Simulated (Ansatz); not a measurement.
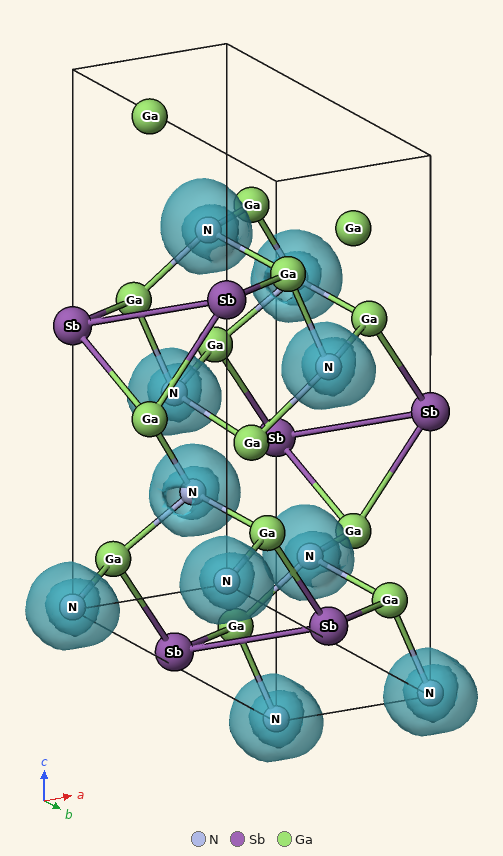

Figure. Ga4SbN3. Isosurface of the electron localisation function at 0.75 (cyan), seen at an oblique angle. Only the valence region is drawn (cores and ρ < 0.01 e/Å³ removed). Sticks mark near contacts.

Space group Amm2; started from the ordered alloy on zincblende lattice prototype, which need not be the ambient phase; not relaxed (largest force 0.3 eV/Å); computed pressure about 4 GPa in this cell.

These are results of DFT, PBE, plane waves, PAW in Ansatz 0.2.0, not measurements.

Question: What do the ELF domains correspond to?

Answer: The surface consists of six regions wrapped around N (the valence shell of each), counted in one cell of 16 atoms. Regions shared between cells count once.

Values along the shortest contacts:
Ga–N (1.88 Å): the ELF peaks at about 0.85 in the valence shell of N, 0.6 Å from its nucleus, and is about 0.50 at the midpoint. Ga–Sb (2.58 Å): the ELF peaks at about 0.70 between the atoms.
